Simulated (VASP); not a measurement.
Band structure of TlAs (relaxed from the zinc blende structure, space group F-43m). All values below come from PBEsol GGA, VASP's PBE PAW potentials (set 64) (plane waves; VASP).

Unless said otherwise, spin-orbit coupling is left out, though it shifts the bands of the heavy elements here.

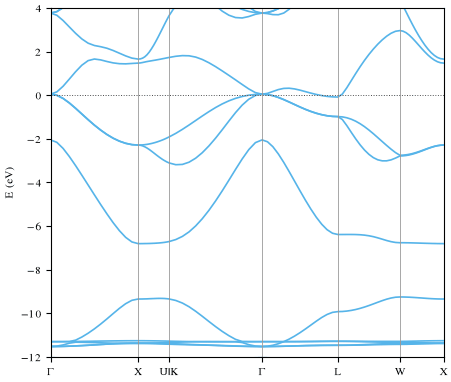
Figure. Bands along high-symmetry lines, zero at the valence-band maximum or, without a gap, the Fermi level

**Question.** Read the plot: is there a gap, and where are the band edges?

**Answer.** It has no gap at this level: it comes out as a metal or semimetal. (Edges off the drawn lines would not show.)

The structure was generated: TlAs was put into the zinc blende type (F-43m), which need not be its known phase. It was relaxed first, which changed the volume by +7 %.
